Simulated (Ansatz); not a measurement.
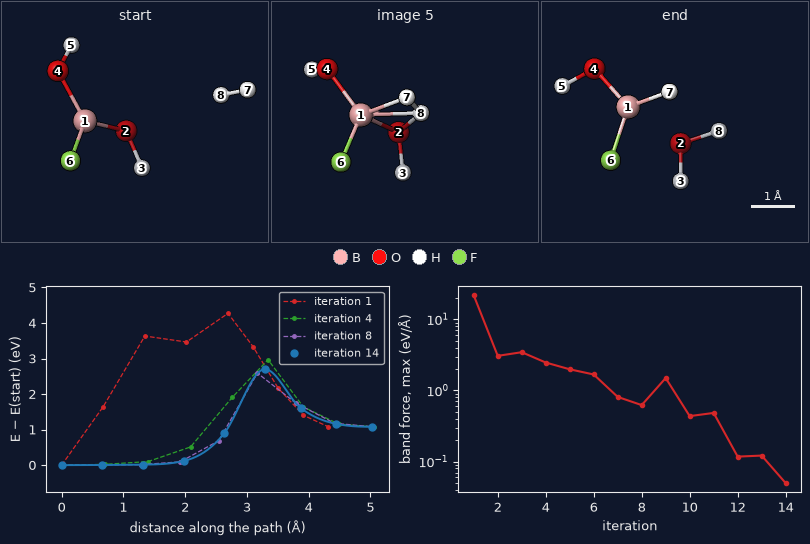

A nudged-elastic-band calculation for BH$_{4}$O$_{2}$F, made up at the start of BH2O2F and H$_{2}$. Images are numbered from 0 (start) to 8 (end). The plot follows the band through its iterations. The picture is a ball-and-stick view, seen face on.

Computed with RKS BHLYP-D4/6-31G* (Ansatz 0.2.0). Set-up: 7 movable images; climbing image; force threshold 0.05 eV/Å; iteration limit 60; starting path through a guess of the saddle point.

How did the profile develop, and is the result final?

The run is converged, with reservations. The band converged in 14 iterations. The largest component of the band force went from 22 to 0.05 eV/Å. The climbing image converged on the top of the path. Its vibrational analysis gives 2 imaginary modes over 30i cm⁻¹, so it isn't confirmed as a transition state. The first iteration put the highest image at 4.27 eV. The highest point, image 5, lies 2.70 eV above the start and 1.62 eV above the end; the end is at +1.08 eV relative to the start.

Limits of the set-up: the start holds two separate molecules, 2.6 Å apart at their closest, whose relative position is a soft coordinate.
